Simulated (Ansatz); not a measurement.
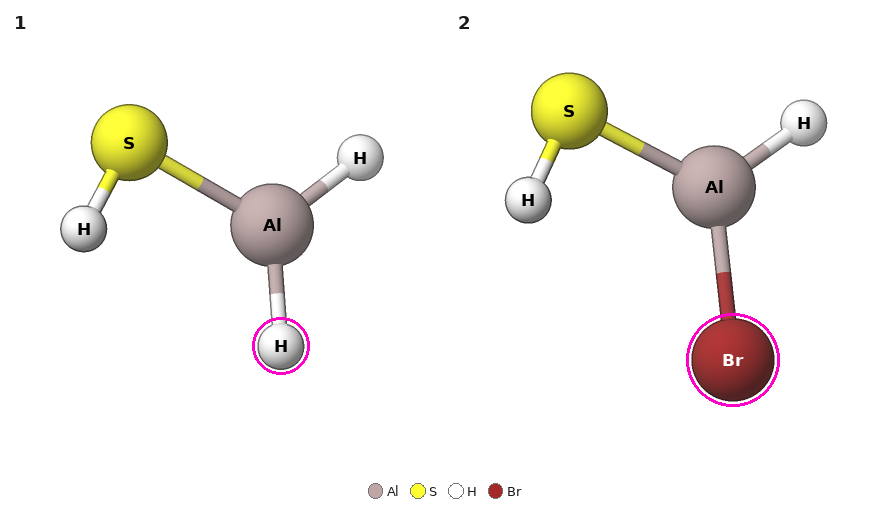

2 molecules with one skeleton, seen from the same side and at one scale; the atom that differs is circled. Each species is neutral and a spin singlet. Computed geometries: PBE0-D4/def2-TZVP optimisations, one conformation each. Properties computed with Ansatz 0.2.0.

One atom differs, called X below: H in panel 1, Br in panel 2. Their formulas are AlH3S (`[AlH2][SH]`), AlBrH2S (`[SH][AlH][Br]`).

Question: In which is the dipole moment larger (PBE-D4/def2-TZVPP)?

Answer: In panel 1 (X = H).

Question: In which is the angle H–Al–X larger (PBE0-D4/def2-TZVP)?

Answer: In panel 1 (X = H).

Give the values. With PBE0-D4/def2-TZVP: length of X–Al (Å), angle H–Al–X (°). With PBE-D4/def2-TZVPP: dipole moment (D), HOMO energy (Kohn–Sham orbital) (eV), HOMO–LUMO gap (eV), vertical ionisation energy (eV).

| quantity | 1 (H) | 2 (Br) | 2 − 1 |
| --- | --- | --- | --- |
| length of X–Al (Å) | 1.581 | 2.253 | +0.672 |
| angle H–Al–X (°) | 124.6 | 120.6 | −4.0 |
| dipole moment (D) | 0.86 | 0.25 | −0.61 |
| HOMO energy (Kohn–Sham orbital) (eV) | −6.70 | −6.85 | −0.15 |
| HOMO–LUMO gap (eV) | 4.54 | 4.76 | +0.22 |
| vertical ionisation energy (eV) | 10.08 | 9.89 | −0.19 |
